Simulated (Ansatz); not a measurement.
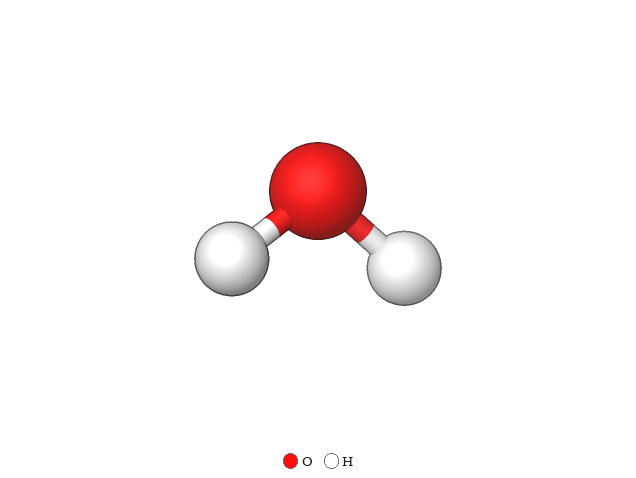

A ball-and-stick model of a molecule.

Computed geometry: PBE0-D4/def2-TZVP optimisation.

**What is the molecular formula?**

H2O, 3 atoms: 2 hydrogen and 1 oxygen.

**Count the bonded pairs by element.**

2 O–H. Sticks follow a distance rule.

**What is the point group of this geometry?**

C2v.

More results for the same structure follow; atom numbers are the same in all pictures, views and colours differ.

### Vibrations

Harmonic vibrations computed with RKS PBE0-D4/def2-TZVP (Ansatz 0.2.0) at a stationary point of the same level.

**List the wavenumbers.**

3 modes: 1623, 3852, 3959 cm⁻¹.

### Electronic properties

Properties computed with RKS PBE0-D4/def2-TZVPP (Ansatz 0.2.0).

**Estimate the HOMO energy (Kohn–Sham orbital).**

−8.90 eV.

**Give the HOMO–LUMO gap at this level.**

9.75 eV.

### Dipole moment

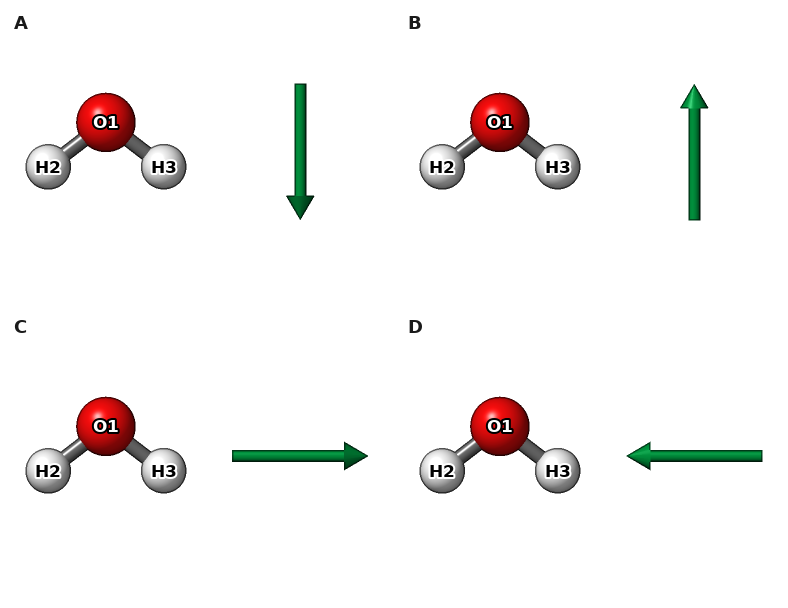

The same molecule four times, each with an arrow. Level of theory: RKS PBE0-D4/def2-TZVP (Ansatz 0.2.0).

**Which arrow points along the dipole moment, from the negative to the positive end?**

A. The dipole moment is 2.07 D; it points from the side of O1 to the side of H2, H3 (the outermost atoms at the two ends).
